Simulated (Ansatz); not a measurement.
**Cl3HOSi: density, localisation and related maps**

Input

```
crystal:
  periodic: [false, false, false]
  atoms:
    - { symbol: Si, position_ang: [0.646148, 0.275576, 0.657819] }
    - { symbol: Cl, position_ang: [-1.758808, -0.546662, -1.636004] }
    - { symbol: O, position_ang: [0.968888, -1.130765, 0.146051] }
    - { symbol: H, position_ang: [-0.739214, -1.317933, -1.33093] }
    - { symbol: Cl, position_ang: [1.32852, 2.006392, -0.143467] }
    - { symbol: Cl, position_ang: [-0.445435, 0.713592, 2.306532] }
basis:
  gaussian: { orbitals: def2-SVP }
hamiltonian:
  xc: r2scan
  dispersion: d4
relax:
  f_tol: 0.03
  max_steps: 50
output:
  orbitals: {}
```

Run with:

```sh
ansatz run input.yaml --threads 2 --pin off --max-ram 3072MiB --backend cpu --events-out ev --progress --plain --runs-dir out
```

The fields are those of the run's last geometry, not of the input's.

Theory: RKS r2SCAN-D4/def2-SVP in Ansatz.

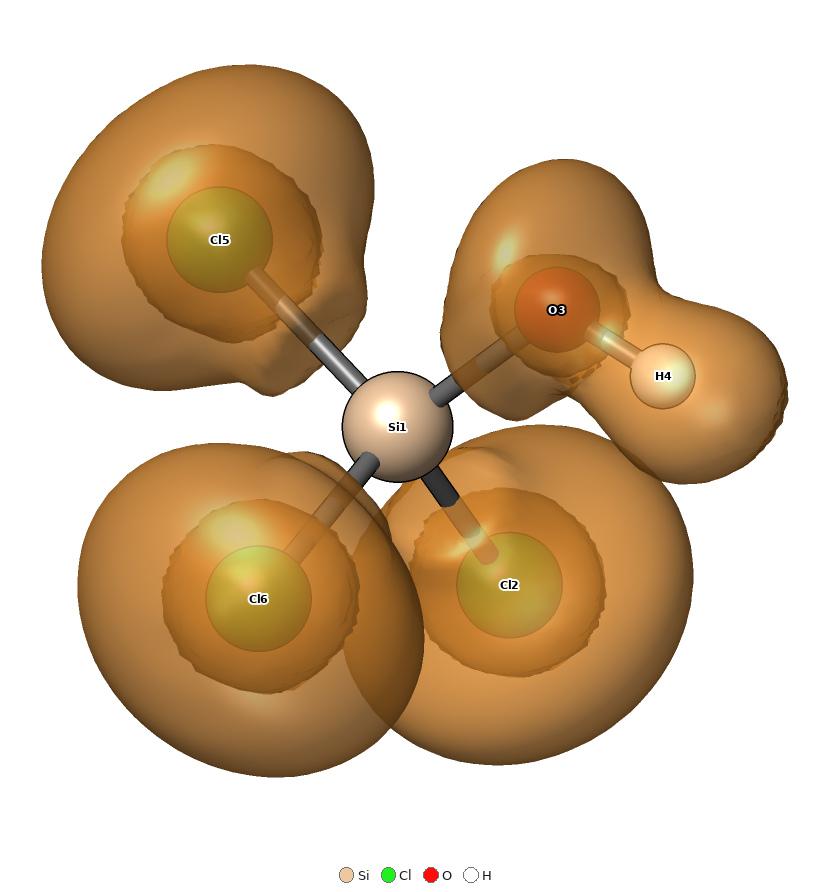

Figure 1. Isosurface of the ELF at 0.75 (orange), seen at a tilt. Core shells and regions of very low density are left out.

Describe the localisation domains.

The surface consists of three regions on Cl in which the atom's valence shell and bonds are merged and one joined region spread over several atoms (H, O), in which their bonds and any lone pairs are merged. Along the contacts the grid gives the following. Si–O (1.64 Å): the ELF peaks at about 0.90 between the atoms: a polar covalent bond. Si–Cl (2.03 Å): the ELF peaks at about 0.90 between the atoms (a polar covalent bond).

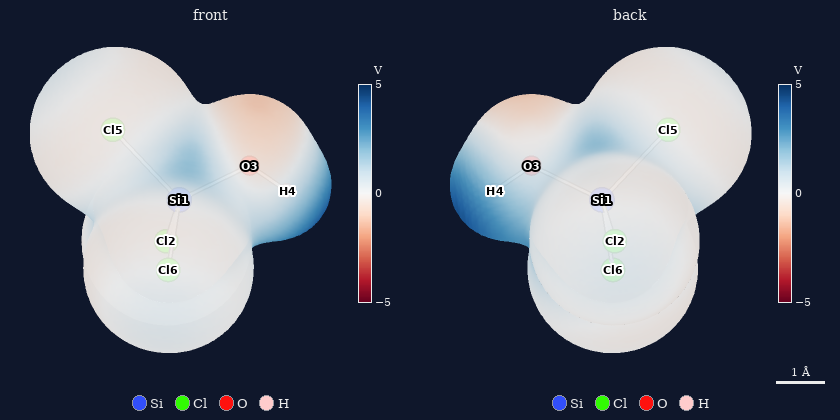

Figure 2. The molecular electrostatic potential painted on the density surface at 0.004 e/bohr³, seen from the front and from behind; red is negative and blue positive.

Where is the surface potential most negative and most positive?

The most negative region (about −1.1 V) lies over O3, the most positive (about +4.1 V) over H4. Cl2 shows a σ-hole: about +0.4 V at the tip opposite its bond, against about 0.0 V on its flanks. Cl5 shows a σ-hole: about +0.4 V at the tip opposite its bond, against about −0.2 V on its flanks. Cl6 shows a σ-hole: about +0.4 V at the tip opposite its bond, against about −0.1 V on its flanks. O3 is the likeliest acceptor of a hydrogen bond.

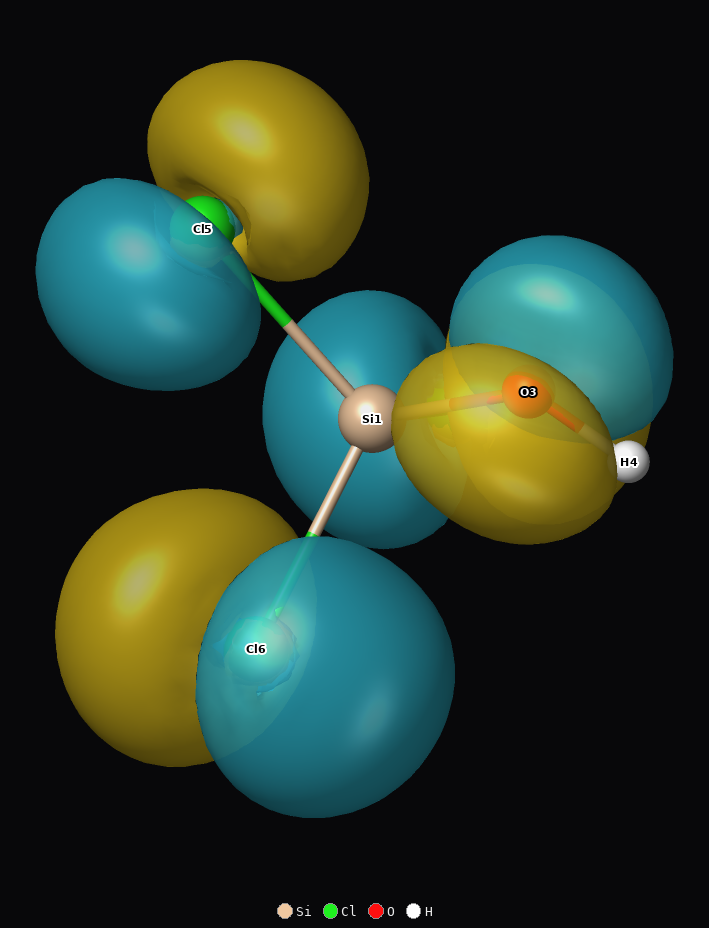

Figure 3. The HOMO−1 at ±0.08 Å⁻³ᐟ² (yellow and cyan are the two phases), seen at a tilt.

What is the character of this orbital?

By Hirshfeld shares it lies mainly on Cl6 (about 35 %), O3 (about 20 %), Cl2 (about 20 %) and Cl5 (about 15 %); largely a combination of lone pairs on Cl6, O3, Cl2 and Cl5. Its energy is −8.23 eV.
